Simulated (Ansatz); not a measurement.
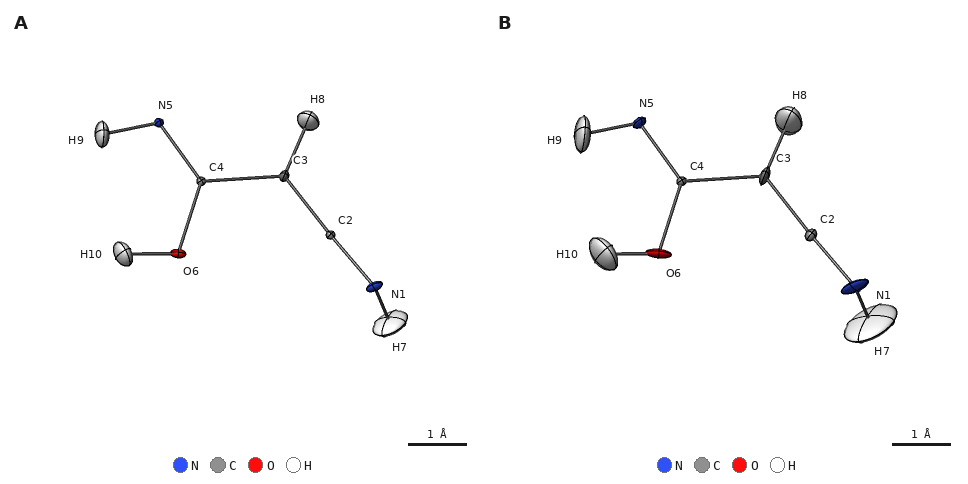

Displacement ellipsoids at the 50 % level, from the internal vibrations of the free molecule (harmonic, no overall translation or rotation; no half-axis is drawn under 0.075 Å). Vibrations computed with RKS PBE0-D4/def2-TZVP (Ansatz 0.2.0). One panel is for 298 K, the other for 900 K.

Which panel is for 900 K?

Answer. B.

How much does the mean-square displacement of N1 grow, and why?

Answer. U_eq goes from 0.0062 to 0.0176 Å², a factor of 2.8. Modes below kT (626 cm⁻¹ at 900 K) grow about in proportion to T, and the lowest lies at 104 cm⁻¹; the mean-square amplitude of a mode is its zero-point value times coth(ħω/2kT), which comes close to 1 only above about 3kT.
